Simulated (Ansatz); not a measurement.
# Cl2OSi2: what the fields show

The calculation's input:

```
crystal:
  periodic: [false, false, false]
  atoms:
    - {symbol: Cl, position_ang: [-0.869952, -2.495811, 0.306374]}
    - {symbol: Cl, position_ang: [0.439778, 2.050695, 1.494906]}
    - {symbol: O, position_ang: [0.474124, -0.054221, -0.501628]}
    - {symbol: Si, position_ang: [1.653544, 0.846954, 0.261006]}
    - {symbol: Si, position_ang: [-0.764254, -0.969716, -1.144329]}
basis:
  gaussian:
    orbitals: def2-TZVPD
hamiltonian:
  xc: {name: PBE0}
output: {forces: true, orbitals: {seedname: orbitals}}
```

Command:

```sh
ansatz run input.yaml --threads 1 --pin off --max-ram 2610MiB --events-out events.jsonl --progress --plain --runs-dir runs
```

Geometry: PBE0-D3(BJ)/pcseg-1.

Method: isolated molecule in a Gaussian basis; Kohn-Sham density functional theory, functional PBE0 in Ansatz.

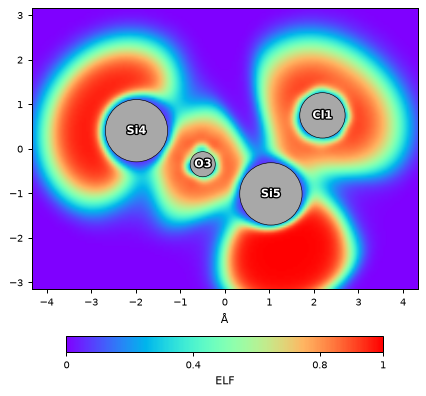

Figure 1. ELF on the plane of atoms Cl1, Si5 and O3. Grey discs cover the atomic cores.

> Describe what can be read from this map.

The section cuts through Cl, O and Si sites.
Si–O (1.67 Å): the ELF peaks at about 0.85 between the atoms, as expected for a shared but strongly polarised pair.
Si–Cl (2.11 Å): the ELF peaks at about 0.85 between the atoms, as expected for a shared but strongly polarised pair.
The ELF also peaks beside Si5, O3, Si4 and Cl1, away from the bonds: lone-pair regions.

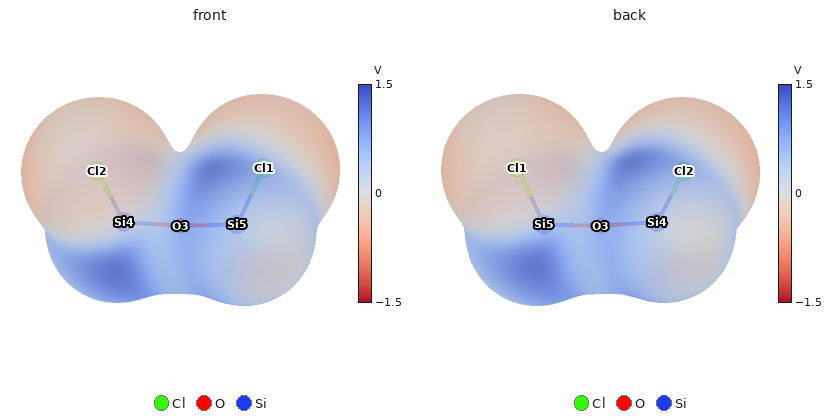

Figure 2. The electrostatic potential painted on the density surface at 0.001 e/bohr³, seen from the front and from behind; red is negative and blue positive.

> Which sites attract a positive test charge, and which a negative one?

A positive charge is drawn to the negative regions and a negative charge to the positive ones. The most negative region (about −0.4 V) lies over Cl1 and Cl2, the most positive (about +1.3 V) over Si4 and Si5.

> What dipole moment does the calculation give?

Its dipole moment is 1.52 D.

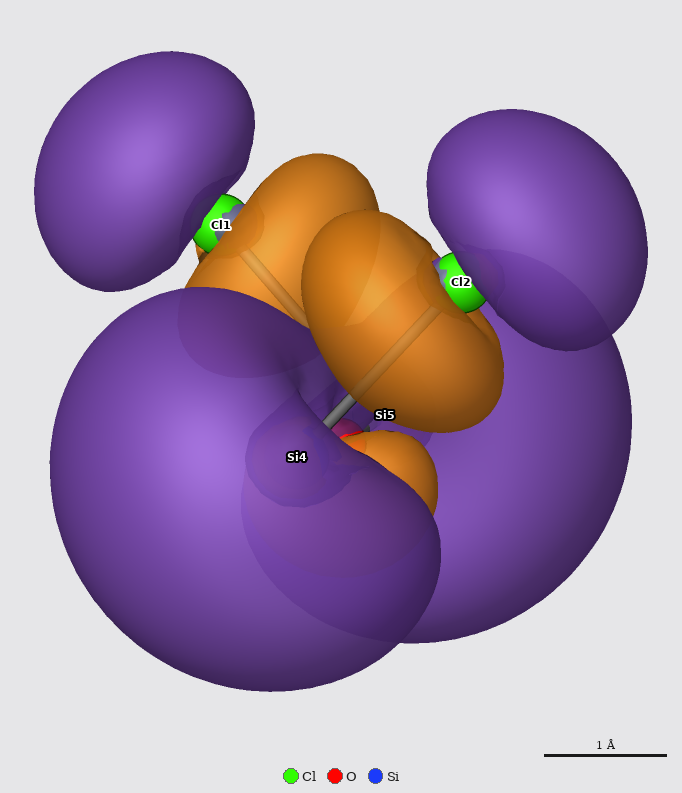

Figure 3. The HOMO−1 at ±0.06 Å⁻³ᐟ² (orange and purple are the two phases), seen at an oblique angle.

> Describe this orbital and give its energy.

Its weight (Hirshfeld) is mainly on Si4 (about 35 %), Si5 (about 35 %), Cl2 (about 15 %), Cl1 (about 15 %) and O3 (about 5 %). Its energy is −8.20 eV.
